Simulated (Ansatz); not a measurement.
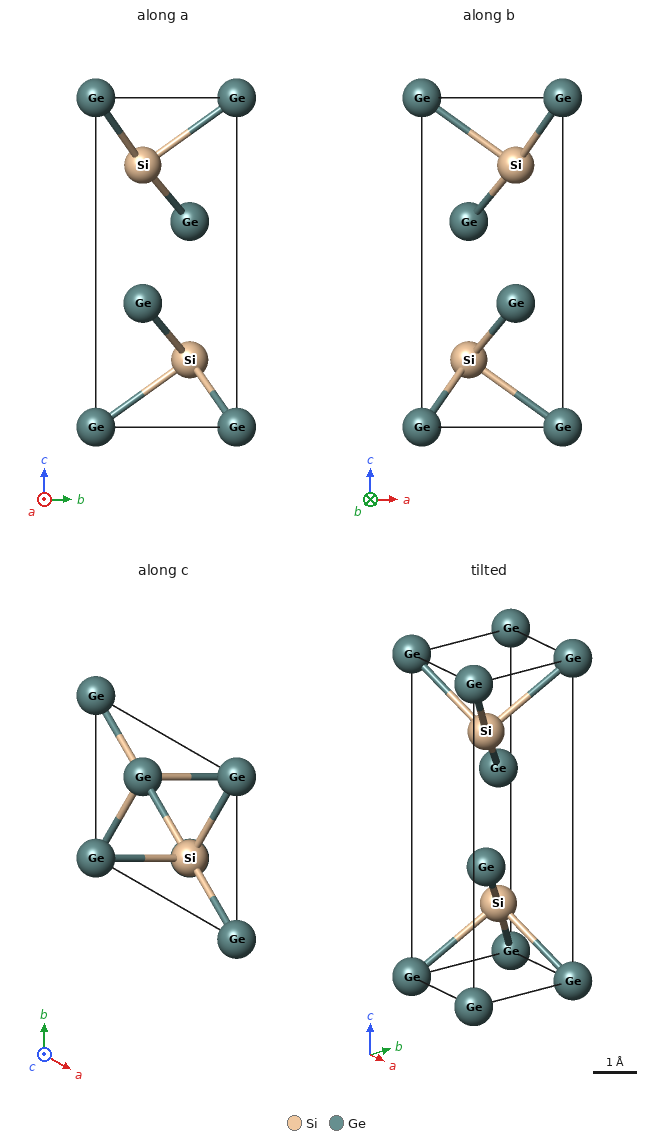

The structure above is drawn in ball-and-stick style and viewed along the a axis, along the b axis, along the c axis and slightly off an axis. The conventional unit cell is drawn as a box.

Lattice parameters: a = 3.785 Å, b = 3.785 Å, c = 7.667 Å, α = 90.00°, β = 90.00°, γ = 120.00°. Put a along x and b in the xy plane.

Question: Put the structure into a POSCAR file, with free fractional coordinates to two decimals.

Answer:
```
Si Ge
1.0
     3.785    0.000    0.000
    -1.892    3.278    0.000
     0.000    0.000    7.667
Si Ge
2 3
Direct
  0.3333 0.6667 0.20
  0.6667 0.3333 0.80
  0.3333 0.6667 0.62
  0.6667 0.3333 0.38
  0.00 0.00 0.00
```

The initial geometry was a structure type filled with these elements by a generator (whether the compound takes this form wasn't checked). The geometry is the end of a relaxation with DFT PBE, scalar-relativistic, plane waves, PAW in Ansatz.
